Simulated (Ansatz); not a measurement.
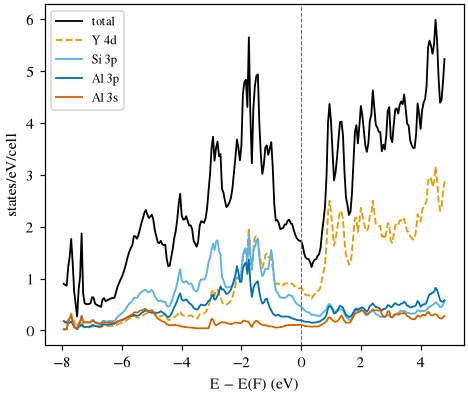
Figure. Total and projected density of states of YAlSi in space group Cmcm (No. 63; Y on 4c, Si on 4c, Al on 4a), DFT-r²SCAN in the program Ansatz with PAW potentials

Q: Which orbitals carry the states next to the Fermi level?

A: Within 0.5 eV of the Fermi level: Y 4d 47 %, Si 3p 28 %, Al 3p 12 %, Al 3s 6 %. Projections are on Löwdin-orthogonalised atomic valence shells; empty p or d shells of many metals are not among them.

Q: Where is the tallest occupied peak in this window, and what makes it?

A: Near -1.8 eV, about 5.7 states/eV per cell; the largest projected share is Y 4d.

The workflow started from an entry of the Crystallography Open Database (COD). Whether it is the stable phase at ambient conditions was not checked. The r²SCAN relaxation kept the symmetry of its start; its stability against distortions is not shown here. No spin polarisation was allowed. Scalar-relativistic: spin–orbit coupling is off unless named, which matters more the heavier the elements.

Potentials: the later of the program's two PAW sets.
